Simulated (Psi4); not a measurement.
# HF/pcSseg-2 (density fitting) run of C2H4B− (SMILES [BH3-]C#C)

What is the vertical electron affinity of C2H4B− at HF/pcSseg-2 (density fitting)? 

Program for the calculation: Psi4 1.11.

4 further runs of the same task are left out: 2 that didn't finish, 2 set aside as unsound or not needed.

### 1 Starting point

The species is C2H4B− (7 atoms), meant as a singlet with charge -1. SMILES: `[BH3-]C#C`. The shape is that of a GFN2-xTB optimisation.

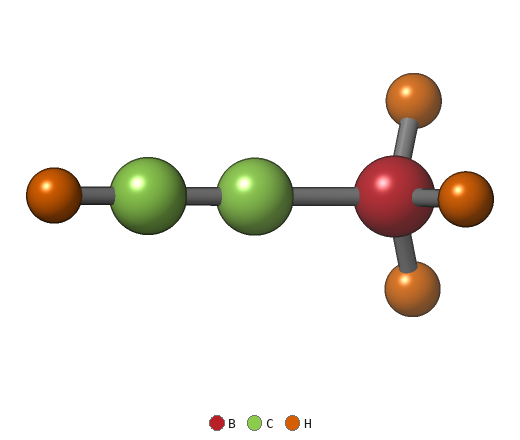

The structure, seen from a chosen angle (boron red, carbon green, hydrogen orange).

### 2 A single-point energy at HF/pcSseg-2 (density fitting)

job.inp reads:

```
memory 1600 mb

molecule geom {
  -1 1
  B     -0.762590     0.586710    -0.252460
  C      0.441630    -0.346170     0.145280
  C      1.367110    -1.053930     0.452870
  H     -1.743190    -0.103170    -0.531940
  H     -0.449000     1.267510    -1.228590
  H     -1.037060     1.326040     0.692310
  H      2.183100    -1.676990     0.722530
}

set basis pcSseg-2
set scf_type df

e, wfn = energy('hf', return_wfn=True)
print_variables()
```

The run is started by

```bash
$ psi4 -i job.inp -o job.out -n 1
```

job.out:

```text
[...]
  Running in c1 symmetry.
[...]
  Nuclear repulsion =   51.234109945090509
[...]
  Multiplicity = 1
[...]
  Nalpha       = 11
  Nbeta        = 11
[...]
    Number of basis functions: 164
[...]
   @DF-RHF iter   1:  -102.56579305575755   -1.09457e+00   2.93798e-03 ADIIS/DIIS
[...]
   @DF-RHF iter   8:  -102.72233067861194   -2.32843e-08   1.83147e-07 DIIS
[...]
    Orbital Energies [Eh]
    ---------------------
    Doubly Occupied:
       1A    -11.017831     2A    -11.007244     3A     -7.318862
       4A     -0.816461     5A     -0.561277     6A     -0.492576
       7A     -0.297335     8A     -0.254112     9A     -0.253997
      10A     -0.168955    11A     -0.168946
[...]
  @DF-RHF Final Energy:  -102.72233067861194
   => Energetics <=
    Nuclear Repulsion Energy =             51.2341099450905091
    One-Electron Energy =                -243.1976432940385280
    Two-Electron Energy =                  89.2412026703360937
    Total Energy =                       -102.7223306786119394
[...]
 Multipole Moments:
 ------------------------------------------------------------------------------------
     Multipole            Electronic (a.u.)      Nuclear  (a.u.)        Total (a.u.)
 ------------------------------------------------------------------------------------
 L = 1.  Multiply by 2.5417464519 to convert [e a0] to [Debye]
 Dipole X            :          2.4673139           -1.1312279            1.3360860
 Dipole Y            :         -1.9130954            0.8850202           -1.0280752
 Dipole Z            :          0.8150345           -0.3733886            0.4416458
 Magnitude           :                                                    1.7427321
[...]
```

It took 2.8 s on 1 thread of Intel Xeon 6975P-C (Granite Rapids), shared host; peak memory 0.25 GiB.

### 3 Doublet [C2H4B]2−

c2h4b.xyz reads:

```xyz
7
C2H4B
B     -0.762590     0.586710    -0.252460
C      0.441630    -0.346170     0.145280
C      1.367110    -1.053930     0.452870
H     -1.743190    -0.103170    -0.531940
H     -0.449000     1.267510    -1.228590
H     -1.037060     1.326040     0.692310
H      2.183100    -1.676990     0.722530
```

c2h4b.py reads:

```python
import psi4

psi4.set_memory(1600000000)
psi4.set_num_threads(1)
psi4.core.set_output_file('psi4.out', False)

with open('c2h4b.xyz') as f:
    atoms = ''.join(f.readlines()[2:])
mol = psi4.geometry('-2 2\n' + atoms + '')

psi4.set_options({
    'basis': 'pcSseg-2',
    'reference': 'uhf',
    'scf_type': 'df',
})

energy_value, wavefunction = psi4.energy('hf', return_wfn=True)
print(f'hf energy: {energy_value:.10f} Eh')
for k, v in sorted(psi4.core.scalar_variables().items()):
    print(f'{k:45s} {v:18.10f}')
```

The run is started by

```bash
$ python c2h4b.py
```

psi4.out:

```text
[...]
  Running in c1 symmetry.
[...]
  Nuclear repulsion =   51.234109945090509
[...]
  Multiplicity = 2
[...]
  Nalpha       = 12
  Nbeta        = 11
[...]
    Number of basis functions: 164
[...]
   @DF-UHF iter   1:  -102.03383213446673   -5.62606e-01   4.28535e-03 DIIS/ADIIS
[...]
   @DF-UHF iter  12:  -102.50108885074295   -4.32590e-07   8.58211e-07 DIIS
[...]
   @S^2 Observed:                7.526329353E-01
[...]
    Orbital Energies [Eh]
    ---------------------
    Alpha Occupied:
       1A    -10.852609     2A    -10.846254     3A     -7.206164
       4A     -0.659874     5A     -0.416836     6A     -0.336644
       7A     -0.169303     8A     -0.131026     9A     -0.130928
      10A     -0.023815    11A     -0.023794    12A      0.209627
    Alpha Virtual:
      13A      0.389933    14A      0.406158    15A      0.406318
      16A      0.420334    17A      0.481550    18A      0.481726
      19A      0.499449    20A      0.537157    21A      0.537407
      22A      0.640268    23A      0.640313    24A      0.649845
      25A      0.705962    26A      0.743690    27A      0.743716
[...]
  @DF-UHF Final Energy:  -102.50108885074295
   => Energetics <=
    Nuclear Repulsion Energy =             51.2341099450905091
    One-Electron Energy =                -246.1073694634732760
    Two-Electron Energy =                  92.3721706676398355
    Total Energy =                       -102.5010888507429456
  UHF NO Occupations:
  HONO-2 :   10  A 1.9994515
  HONO-1 :   11  A 1.9994404
[...]
 Multipole Moments:
 ------------------------------------------------------------------------------------
     Multipole            Electronic (a.u.)      Nuclear  (a.u.)        Total (a.u.)
 ------------------------------------------------------------------------------------
 L = 1.  Multiply by 2.5417464519 to convert [e a0] to [Debye]
 Dipole X            :         -2.1782986           -1.1312279           -3.3095265
 Dipole Y            :          1.6425364            0.8850202            2.5275565
 Dipole Z            :         -0.7194914           -0.3733886           -1.0928800
 Magnitude           :                                                    4.3053333
[...]
```

Standard output:

```text
hf energy: -102.5010888507 Eh
CURRENT ENERGY                                   -102.5010888507
CURRENT REFERENCE ENERGY                         -102.5010888507
DD SOLVATION ENERGY                                 0.0000000000
HF KINETIC ENERGY                                 103.0887008499
HF POTENTIAL ENERGY                              -205.5897897007
HF TOTAL ENERGY                                  -102.5010888507
HF VIRIAL RATIO                                     1.9942999379
NUCLEAR REPULSION ENERGY                           51.2341099451
ONE-ELECTRON ENERGY                              -246.1073694635
PCM POLARIZATION ENERGY                             0.0000000000
PE ENERGY                                           0.0000000000
SCF ITERATION ENERGY                             -102.5010888507
SCF ITERATIONS                                     12.0000000000
SCF TOTAL ENERGY                                 -102.5010888507
TWO-ELECTRON ENERGY                                92.3721706676
```

Run time: 3.9 s. Hardware: 1 thread of Intel Xeon 6975P-C (Granite Rapids), shared host; peak memory 0.25 GiB.

### 4 Results

Level: HF/pcSseg-2 (density fitting).

```
                                                             quantity          value
                                         singlet C2H4B−: total energy  -102.72233 Eh
                                          singlet C2H4B−: HOMO energy       -4.60 eV
                                          singlet C2H4B−: LUMO energy        6.33 eV
singlet C2H4B−: HOMO–LUMO gap (to an unbound level, set by the basis)       10.93 eV
                                      doublet [C2H4B]2−: total energy  -102.50109 Eh
                doublet [C2H4B]2−: HOMO energy (highest over α and β)        5.70 eV
                 doublet [C2H4B]2−: LUMO energy (lowest over α and β)       10.61 eV
                                              doublet [C2H4B]2−: ⟨S²⟩          0.753
                  vertical electron affinity (to the doublet dianion)      -6.020 eV
```

**Reading.** The dianion lies 6.02 eV (139 kcal/mol) above the anion: the electron isn't bound at this level, and such a value depends on the basis. Without diffuse functions anions come out too high. Hartree–Fock misses the correlation that binds many anions. The HOMO (doublet [C2H4B]2−) lies at positive energy, 5.70 eV: the electron is unbound at this level or held by a compact basis; values depend on the basis.
